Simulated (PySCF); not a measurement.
SMILES C[Si](C)(C)CBr at its GFN2-xTB optimised geometry (Å):

```
17

C      1.5887    -0.6927     0.0000
Si    -0.3145    -0.6927     0.0000
C     -1.0122    -1.5320    -1.5592
C     -1.0092    -1.4855     1.5859
C     -0.9067     1.1396     0.0000
Br    -0.2552     2.0721    -1.5908
H      1.9892    -0.2152     0.8901
H      1.9840    -0.1634    -0.8624
H      1.9785    -1.7056    -0.0308
H     -2.0989    -1.5395    -1.5574
H     -0.6783    -2.5627    -1.6299
H     -0.6891    -1.0203    -2.4615
H     -2.0945    -1.4665     1.6030
H     -0.6576    -0.9768     2.4780
H     -0.7000    -2.5226     1.6581
H     -0.5300     1.7056     0.8478
H     -1.9892     1.2336    -0.0255
```

Level of theory: PySCF with PBE/def2-SVP. Cells within 0.4 Å of a nucleus heavier than hydrogen are left out (blank, or x).

Map of the electrostatic potential (hartree/e), clipped to [-0.08, 0.12] on the plane z = 0.0 Å:

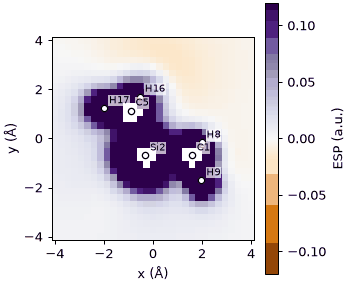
Figure. Electrostatic potential (hartree/e), clipped to [-0.08, 0.12] on the plane z = 0.0 Å.
